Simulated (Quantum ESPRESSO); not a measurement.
# PbF2 (Fluorocronite): zone-centre phonons, part 2 of 5

Aim: the zone-centre modes of PbF2 (Fluorocronite).

Quantum ESPRESSO 7.5; DFT PBE, scalar-relativistic, plane waves, GBRV ultrasoft pseudopotentials.

So far. Step 2 (A first look): A gap of 4.4 eV opens on this mesh, so the crystal is taken as an insulator; the start stands at 2.5 GPa. Step 4 (Ground state): The cell stands at 0.027 GPa, close enough for phonons.

The database entry behind the starting cell differs from later determinations by our own check (0.1 to 0.3 % short, probably kX units), so it need not match the best structure at ambient conditions.

### 5. Zone-centre response

At q = 0 one unit cell holds all displacements; symmetry groups them into irreducible representations that are solved one by one. The response to a field gives ε∞ and the Born charges, which polar modes need.

ph.in reads:

```
phonons
 &inputph
    prefix='x',
    outdir='./tmp',
    fildyn='g.dyn',
    tr2_ph=1.0d-18,
    epsil=.true.,
 /
0.000000000000 0.000000000000 0.000000000000
```

Run with:

```sh
> OMP_NUM_THREADS=1 mpirun -n 4 ph.x -nk 4 -in ph.in > ph.out
```

The program printed:

```text
[banners, grids, parts of the stress and lines that vanish by symmetry left out]
[banner, memory and clock lines left out]
Program PHONON v.7.5

     ./tmp/x.save/

     IMPORTANT: XC functional enforced from input :
     Exchange-correlation= PBE
                           (   1   4   3   4   0   0   0)
     Any further DFT definition will be discarded
     Please, verify this is what you really want

     G-vector sticks info

     Check: negative core charge=   -0.000002

     negative rho (up, down):  1.441E-02 0.000E+00
     Reading collected, re-writing distributed wavefunctions in ./tmp/

     Number and degeneracy of irreps per q-point
       N         xq(1)         xq(2)         xq(3)   N irreps
       1   0.000000000   0.000000000   0.000000000       3
        3   3   3

     Calculation of q =    0.0000000   0.0000000   0.0000000

     phonons

     bravais-lattice index     =            0
     lattice parameter (alat)  =       8.0096  a.u.
     unit-cell volume          =     363.3477 (a.u.)^3
     number of atoms/cell      =            3
     number of atomic types    =            2
     kinetic-energy cut-off    =      55.0000  Ry
     charge density cut-off    =     440.0000  Ry
     convergence threshold     =      1.0E-18
     beta                      =       0.7000
     number of iterations used =            4
     Exchange-correlation= PBE
                           (   1   4   3   4   0   0   0)

     celldm(1)=    8.00963  celldm(2)=    0.00000  celldm(3)=    0.00000
     celldm(4)=    0.00000  celldm(5)=    0.00000  celldm(6)=    0.00000

     crystal axes: (cart. coord. in units of alat)
               a(1) = ( -0.7071  0.0000  0.7071 )
               a(2) = (  0.0000  0.7071  0.7071 )
               a(3) = ( -0.7071  0.7071  0.0000 )

     reciprocal axes: (cart. coord. in units 2 pi/alat)
               b(1) = ( -0.7071 -0.7071  0.7071 )
               b(2) = (  0.7071  0.7071  0.7071 )
               b(3) = ( -0.7071  0.7071 -0.7071 )

     Atoms inside the unit cell:

     Cartesian axes

     site n.  atom      mass           positions (alat units)
        1  Pb    207.2000   tau(    1) = (    0.00000    0.00000    0.00000  )
        2  F      18.9984   tau(    2) = (   -1.06066    1.06066    1.06066  )
        3  F      18.9984   tau(    3) = (   -0.35355    0.35355    0.35355  )

     Computing dynamical matrix for
                    q = (   0.0000000   0.0000000   0.0000000 )

     49 Sym.Ops. (with q -> -q+G )

     G cutoff =  715.0195  (  56833 G-vectors)     FFT grid: ( 54, 54, 54)
     G cutoff =  357.5098  (  19987 G-vectors)  smooth grid: ( 40, 40, 40)
     number of k points=    29
                       cart. coord. in units 2pi/alat
        k(    1) = (   0.0000000   0.0000000   0.0000000), wk =   0.0039062
        k(    2) = (  -0.0883883   0.0883883  -0.0883883), wk =   0.0312500
        k(    3) = (  -0.1767767   0.1767767  -0.1767767), wk =   0.0312500
        [... further k-points left out ...]

     PseudoPot. # 1 for Pb read from file:
     ./pseudo/Pb.upf
     Pseudo is Ultrasoft + core correction, Zval = 14.0
     Using radial grid of  899 points,  6 beta functions with:
                l(1) =   0
                l(2) =   0
                l(3) =   1
                l(4) =   1
                l(5) =   2
                l(6) =   2
     Q(r) pseudized with  6 coefficients,  rinner =    1.000   1.000   1.000
                                                       1.000   1.000

     PseudoPot. # 2 for F  read from file:
     ./pseudo/F.upf
     Pseudo is Ultrasoft, Zval =  7.0
     Using radial grid of  799 points,  4 beta functions with:
                l(1) =   0
                l(2) =   0
                l(3) =   1
                l(4) =   1
     Q(r) pseudized with  8 coefficients,  rinner =    0.950   0.950   0.950

     Mode symmetry, O_h (m-3m)  point group:

     Electric field:
     Dielectric constant
     Born effective charges as d Force / d E

     Atomic displacements:
     There are    3 irreducible representations

     Representation     1      3 modes -  To be done

     Representation     2      3 modes -  To be done

     Representation     3      3 modes -  To be done

     Alpha used in Ewald sum =   2.8000

     negative rho (up, down):  1.441E-02 0.000E+00

     Electric Fields Calculation

      iter #   1   av.it.:   6.9
      thresh= 1.000E-02 alpha_mix =  0.700 |ddv_scf|^2 =  8.999E-08

      iter #   2   av.it.:  13.9
      thresh= 3.000E-05 alpha_mix =  0.700 |ddv_scf|^2 =  2.308E-08

      iter #   3   av.it.:  13.8
      thresh= 1.519E-05 alpha_mix =  0.700 |ddv_scf|^2 =  2.151E-10

      iter #   4   av.it.:  13.4
      thresh= 1.467E-06 alpha_mix =  0.700 |ddv_scf|^2 =  3.321E-12

      iter #   5   av.it.:  12.8
      thresh= 1.822E-07 alpha_mix =  0.700 |ddv_scf|^2 =  2.081E-14

      iter #   6   av.it.:  13.8
      thresh= 1.442E-08 alpha_mix =  0.700 |ddv_scf|^2 =  2.663E-16

      iter #   7   av.it.:  13.5
      thresh= 1.632E-09 alpha_mix =  0.700 |ddv_scf|^2 =  4.291E-18

      iter #   8   av.it.:  13.5
      thresh= 2.071E-10 alpha_mix =  0.700 |ddv_scf|^2 =  6.589E-20

     End of electric fields calculation

          Dielectric constant in cartesian axis

          (       3.283535756      -0.000000000      -0.000000000 )
          (      -0.000000000       3.283535756       0.000000000 )
          (      -0.000000000       0.000000000       3.283535756 )

          Effective charges (d Force / dE) in cartesian axis without acoustic sum rule applied (asr)

           atom    1  Pb    Mean Z*:        3.16352
      Ex  (        3.16352        0.00000        0.00000 )
      Ey  (        0.00000        3.16352       -0.00000 )
      Ez  (        0.00000       -0.00000        3.16352 )
           atom    2  F     Mean Z*:       -1.58096
      Ex  (       -1.58096       -0.00000        0.00000 )
      Ey  (       -0.00000       -1.58096        0.00000 )
      Ez  (        0.00000        0.00000       -1.58096 )
           atom    3  F     Mean Z*:       -1.58096
      Ex  (       -1.58096       -0.00000       -0.00000 )
      Ey  (       -0.00000       -1.58096        0.00000 )
      Ez  (       -0.00000        0.00000       -1.58096 )

          Effective charges Sum: Mean:        0.00159
              0.00159        0.00000        0.00000
             -0.00000        0.00159        0.00000
             -0.00000        0.00000        0.00159

          Effective charges (d Force / dE) in cartesian axis with asr applied:
           atom    1  Pb    Mean Z*:        3.16299
      E*x (        3.16299        0.00000        0.00000 )
      E*y (        0.00000        3.16299       -0.00000 )
      E*z (        0.00000       -0.00000        3.16299 )
           atom    2  F     Mean Z*:       -1.58149
      E*x (       -1.58149       -0.00000        0.00000 )
      E*y (       -0.00000       -1.58149        0.00000 )
      E*z (       -0.00000        0.00000       -1.58149 )
           atom    3  F     Mean Z*:       -1.58149
      E*x (       -1.58149       -0.00000       -0.00000 )
      E*y (       -0.00000       -1.58149       -0.00000 )
      E*z (       -0.00000       -0.00000       -1.58149 )

     Representation #   1 modes #   1   2   3

     Self-consistent Calculation

      iter #   1   av.it.:   5.1
      thresh= 1.000E-02 alpha_mix =  0.700 |ddv_scf|^2 =  3.815E-07

      iter #   2   av.it.:  12.7
      thresh= 6.177E-05 alpha_mix =  0.700 |ddv_scf|^2 =  9.496E-10

      iter #   3   av.it.:  14.4
      thresh= 3.082E-06 alpha_mix =  0.700 |ddv_scf|^2 =  2.367E-11

      iter #   4   av.it.:  14.5
      thresh= 4.865E-07 alpha_mix =  0.700 |ddv_scf|^2 =  5.944E-13

      iter #   5   av.it.:  13.9
      thresh= 7.710E-08 alpha_mix =  0.700 |ddv_scf|^2 =  2.438E-15

      iter #   6   av.it.:  13.4
      thresh= 4.938E-09 alpha_mix =  0.700 |ddv_scf|^2 =  4.510E-18

[...]
End of self-consistent calculation

     Convergence has been achieved

     Representation #   2 modes #   4   5   6

     Self-consistent Calculation

[...]
End of self-consistent calculation

     Convergence has been achieved

     Representation #   3 modes #   7   8   9

     Self-consistent Calculation

[...]
iter #   2   av.it.:  14.7
      thresh= 9.156E-05 alpha_mix =  0.700 |ddv_scf|^2 =  2.351E-07

      iter #   3   av.it.:  14.1
      thresh= 4.848E-05 alpha_mix =  0.700 |ddv_scf|^2 =  2.102E-10

      iter #   4   av.it.:  14.7
      thresh= 1.450E-06 alpha_mix =  0.700 |ddv_scf|^2 =  6.894E-12

      iter #   5   av.it.:  14.6
      thresh= 2.626E-07 alpha_mix =  0.700 |ddv_scf|^2 =  2.359E-14

      iter #   6   av.it.:  14.0
      thresh= 1.536E-08 alpha_mix =  0.700 |ddv_scf|^2 =  1.039E-15

      iter #   7   av.it.:  14.3
      thresh= 3.224E-09 alpha_mix =  0.700 |ddv_scf|^2 =  5.130E-18

      iter #   8   av.it.:  15.0
      thresh= 2.265E-10 alpha_mix =  0.700 |ddv_scf|^2 =  3.365E-19

     End of self-consistent calculation

     Convergence has been achieved

     Number of q in the star =    1
     List of q in the star:
          1   0.000000000   0.000000000   0.000000000

          Dielectric constant in cartesian axis

          (       3.283535756      -0.000000000      -0.000000000 )
          (      -0.000000000       3.283535756       0.000000000 )
          (      -0.000000000       0.000000000       3.283535756 )

          Effective charges (d Force / dE) in cartesian axis without acoustic sum rule applied (asr)

           atom    1  Pb    Mean Z*:        3.16352
      Ex  (        3.16352        0.00000        0.00000 )
      Ey  (        0.00000        3.16352       -0.00000 )
      Ez  (        0.00000       -0.00000        3.16352 )
           atom    2  F     Mean Z*:       -1.58096
      Ex  (       -1.58096       -0.00000        0.00000 )
      Ey  (       -0.00000       -1.58096        0.00000 )
      Ez  (        0.00000        0.00000       -1.58096 )
           atom    3  F     Mean Z*:       -1.58096
      Ex  (       -1.58096       -0.00000       -0.00000 )
      Ey  (       -0.00000       -1.58096        0.00000 )
      Ez  (       -0.00000        0.00000       -1.58096 )

          Effective charges Sum: Mean:        0.00159
              0.00159        0.00000        0.00000
             -0.00000        0.00159        0.00000
             -0.00000        0.00000        0.00159

          Effective charges (d Force / dE) in cartesian axis with asr applied:
           atom    1  Pb    Mean Z*:        3.16299
      E*x (        3.16299        0.00000        0.00000 )
      E*y (        0.00000        3.16299       -0.00000 )
      E*z (        0.00000       -0.00000        3.16299 )
           atom    2  F     Mean Z*:       -1.58149
      E*x (       -1.58149       -0.00000        0.00000 )
      E*y (       -0.00000       -1.58149        0.00000 )
      E*z (       -0.00000        0.00000       -1.58149 )
           atom    3  F     Mean Z*:       -1.58149
      E*x (       -1.58149       -0.00000       -0.00000 )
      E*y (       -0.00000       -1.58149       -0.00000 )
      E*z (       -0.00000       -0.00000       -1.58149 )

     Diagonalizing the dynamical matrix

     q = (    0.000000000   0.000000000   0.000000000 )

 **************************************************************************
     freq (    1) =       0.038223 [THz] =       1.274979 [cm-1]
     freq (    2) =       0.038223 [THz] =       1.274979 [cm-1]
     freq (    3) =       0.038223 [THz] =       1.274979 [cm-1]
     freq (    4) =       2.811360 [THz] =      93.776881 [cm-1]
     freq (    5) =       2.811360 [THz] =      93.776881 [cm-1]
     freq (    6) =       2.811360 [THz] =      93.776881 [cm-1]
     freq (    7) =       7.108742 [THz] =     237.122108 [cm-1]
     freq (    8) =       7.108742 [THz] =     237.122108 [cm-1]
     freq (    9) =       7.108742 [THz] =     237.122108 [cm-1]
 **************************************************************************

     Mode symmetry, O_h (m-3m)  point group:

     freq (   1-   3) =          1.3  [cm-1]   --> T_1u G_15  G_4- I
     freq (   4-   6) =         93.8  [cm-1]   --> T_1u G_15  G_4- I
     freq (   7-   9) =        237.1  [cm-1]   --> T_2g G_25' G_5+ R
```

Elapsed: 3.4 min, on 4 MPI ranks of Arm Neoverse V2, shared host.

This step gave:

```
miss of the charge sum rule                                       : 0.001600 e
largest acoustic frequency at the zone centre before the sum rule : 1.27 cm⁻¹
highest optical zone-centre mode (no LO-TO term)                  : 237.1 cm⁻¹
lowest optical zone-centre mode                                   : 93.78 cm⁻¹
mean high-frequency dielectric constant                           : 3.284
largest Born charge in size (third of the trace)                  : 3.163 e
```

Born charge (rows field, columns displacement), before the sum rule (e), principal values of the symmetric part by kind of site:

| atom | atoms with these values | low | middle | high | mean |
| --- | --- | --- | --- | --- | --- |
| Pb1 | 1 | 3.16 | 3.16 | 3.16 | 3.16 |
| F2 | 2 | -1.58 | -1.58 | -1.58 | -1.58 |

In full for Pb1:

```
3.16 0.00 0.00
0.00 3.16 0.00
0.00 0.00 3.16
```

High-frequency dielectric tensor:

```
3.28 0.00 0.00
0.00 3.28 0.00
0.00 0.00 3.28
```

The acoustic modes at Γ come out as far as 1.3 cm⁻¹ from zero, where they should vanish, a small numerical error; the Born charges miss their sum rule by 0.0016 e, which is good.

### 6. Modes with the sum rule

A rigid shift of the crystal must cost nothing, but grids and finite bases break this; the acoustic sum rule is imposed before the matrix is diagonalised again. With Born charges the intensities follow, and the static dielectric tensor.

dynmat.in reads:

```
 &input
    fildyn='g.dyn',
    asr='simple',
    fileig='dynmat.eig',
    lperm=.true.,
 /
```

Run with:

```sh
> dynmat.x -in dynmat.in > dynmat.out
```

The program printed:

```text
[banner, memory and clock lines left out]
Program DYNMAT v.7.5

     Reading Dynamical Matrix from file g.dyn
     ...Force constants read
     ...epsilon and Z* read
     A direction for q was not specified:TO-LO splitting will be absent

     Polarizability (A^3 units)
     multiply by 0.567802 for Clausius-Mossotti correction
         9.784166   -0.000000   -0.000000
        -0.000000    9.784166    0.000000
        -0.000000    0.000000    9.784166

     IR activities are in (D/A)^2/amu units

# mode   [cm-1]    [THz]      IR
    1     -0.00   -0.0000    0.0000
    2     -0.00   -0.0000    0.0000
    3      0.00    0.0000    0.0000
    4     93.76    2.8107    7.1885
    5     93.76    2.8107    7.1885
    6     93.76    2.8107    7.1885
    7    237.11    7.1085    0.0000
    8    237.11    7.1085    0.0000
    9    237.11    7.1085    0.0000

Electronic dielectric permittivity tensor (relative, adimensional)
         3.283536   -0.000000   -0.000000
        -0.000000    3.283536    0.000000
        -0.000000    0.000000    3.283536

 ... with zone-center polar mode contributions
        35.677741    0.000000   -0.000000
         0.000000   35.677741    0.000000
         0.000000    0.000000   35.677741

[end of the log left out, with the tail of the file of modes that dynmat.x writes under the same name]
```

It took 0.45 s on 1 thread.

Read from the output:

```yaml
lowest_optical_zone_centre_mode: 93.76 cm⁻¹
mean_static_dielectric_constant: 35.68
```

Unit eigenvectors of the mass-weighted matrix after the sum rule; no LO-TO term. Modes at Γ, with each element's share of the kinetic energy:

| mode | frequency (cm⁻¹) | symmetry | Pb % | F % |
| --- | --- | --- | --- | --- |
| 1 | 0.0 | acoustic | 85 | 15 |
| 2 | 0.0 | acoustic | 85 | 15 |
| 3 | 0.0 | acoustic | 85 | 15 |
| 4 | 93.8 | T1u | 15 | 85 |
| 5 | 93.8 | T1u | 15 | 85 |
| 6 | 93.8 | T1u | 15 | 85 |
| 7 | 237.1 | T2g | 0 | 100 |
| 8 | 237.1 | T2g | 0 | 100 |
| 9 | 237.1 | T2g | 0 | 100 |

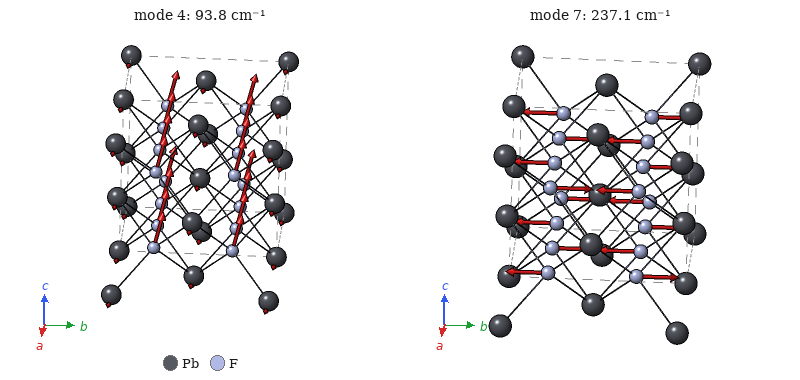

Displacement patterns of modes 4 and 7 at Γ; arrows are exaggerated. 2×1×1 conventional cells are drawn. Some periodic images of atoms are drawn too.

Degenerate modes summed, no LO-TO term. Lines of the infrared spectrum (strongest = 100):

| position (cm⁻¹) | lines merged | label | IR intensity, relative |
| --- | --- | --- | --- |
| 94 | 3 | T1u | 100 |
| 237 | 3 | T2g | 0.0 |

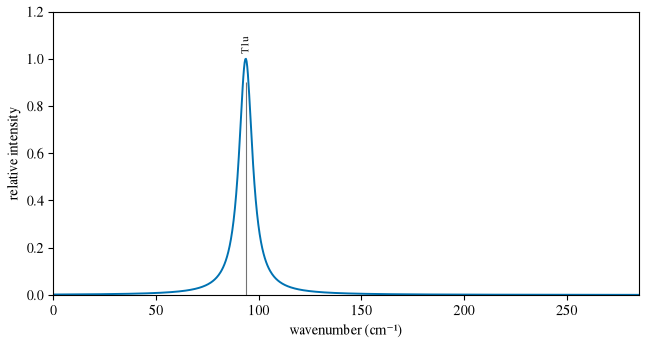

The infrared spectrum, broadened with Lorentzians of width 8 cm⁻¹; bars mark the lines.

Static dielectric tensor (ions relaxed, fixed cell):

```
35.68  0.00  0.00
 0.00 35.68  0.00
 0.00  0.00 35.68
```

The rule moves no optical mode by more than 0.1 cm⁻¹.

(Continued in part 3 of 5.)

[Host names and launcher messages were left out of these logs when they were recorded.]

[Logs are printed without paths, hosts, clocks, repeated set-up lines and the standing remarks that a program may print on its own settings, such as how far it seeks lower states.]

[Hosts, paths, dates, database ids (printed as entryN), source tags and the programs' standing remarks are cut or masked in the printed files.]
